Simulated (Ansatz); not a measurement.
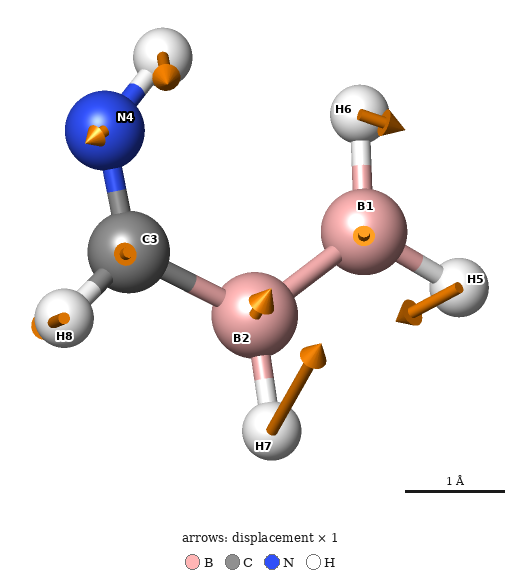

A relaxation of CH5B2N. The starting structure is drawn; orange arrows show the displacements, at their true length. The two geometries are superimposed by the best rigid fit.

Style: ball-and-stick. Shown at a tilt.

The run prepares an end point of a later path (torsion) calculation, from a guessed geometry.

These are results of RKS PBE/cc-pVDZ (Ansatz), not measurements.

Input file:
```yaml
crystal:
  periodic: [false, false, false]
  atoms:
    - { symbol: B, position_ang: [-0.4826, 1.2562, -0.5482] }
    - { symbol: B, position_ang: [0.3447, -0.106, -0.7217] }
    - { symbol: C, position_ang: [0.4655, -1.1829, 0.4025] }
    - { symbol: "N", position_ang: [0.0218, -1.0573, 1.5684] }
    - { symbol: H, position_ang: [-0.5863, 2.0485, -1.4844] }
    - { symbol: H, position_ang: [-1.1003, 1.5777, 0.4392] }
    - { symbol: H, position_ang: [0.9182, -0.2944, -1.7479] }
    - { symbol: H, position_ang: [1.1341, -2.0476, 0.1989] }
    - { symbol: H, position_ang: [-0.6266, -0.2404, 1.876] }
basis:
  gaussian: { orbitals: cc-pVDZ }
hamiltonian:
  xc: pbe
relax:
  f_tol: 0.015
  max_steps: 40
```

Launched with:
```bash
ansatz run input.yaml --threads 1 --pin off --max-ram 2048MiB --backend cpu --events-out ev --progress --plain --runs-dir out
```

**Atoms of which element are displaced furthest, and by how much?**

Hydrogen: up to 1.47 Å, against 0.40 Å for boron.

**What did the optimiser do to the structure, and how much energy did it gain?**

The atom that moves furthest after the best rigid fit is H7 (1.47 Å). By element the largest moves are H 1.47 Å, B 0.40 Å, N 0.29 Å, C 0.28 Å. Among the contacts that change: N4–H9 1.087 → 1.046 Å, C3–N4 1.254 → 1.294 Å, B1–B2 1.603 → 1.639 Å, B2–H7 1.191 → 1.224 Å. Among the angles between lasting bonds that change: C3–N4–H9 123.3° → 110.8°, B2–C3–H8 116.8° → 124.7°, B2–C3–N4 125.0° → 118.3°. Groups turn about B2–C3 by about 85°, B1–B2 by about 80°. After 19 geometry steps the energy has fallen by 1.152 eV. Largest force component: 4.1 eV/Å at the start, 0.014 eV/Å at the end.
